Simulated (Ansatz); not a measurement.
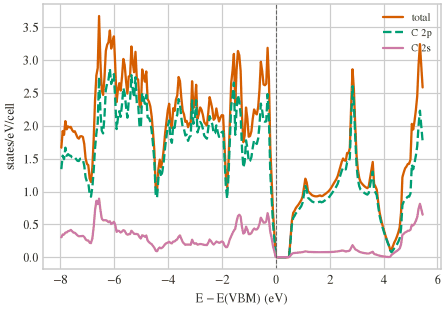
Fig. 1. Total and projected density of states of C in space group C2/c (No. 15; C on 8f, C on 8f), plane-wave PAW PBE (Ansatz code)

Task: Which orbitals carry the states next to the gap?

Result: Top 1 eV of the valence band: C 2p 79 %, C 2s 20 %. Bottom 1 eV of the conduction band: C 2p 90 %, C 2s 8 %. Projections are on Löwdin-orthogonalised atomic valence shells; empty p or d shells of many metals are not among them.

Task: Where is the tallest occupied peak in this window, and what makes it?

Result: Near -6.5 eV, about 3.7 states/eV per cell; the largest projected share is C 2p.

The start of the workflow was typed in or built on a structure type; neither database checked (COD, Materials Project) lists it. It is not the phase usual at ambient conditions (space group No. 194, 227). The cell was relaxed with PBE under the symmetry of its start; whether a distortion lowers the energy is not shown. The volume moved by 146 % from the start of the relaxation.

Potentials: the later of the program's two PAW sets.
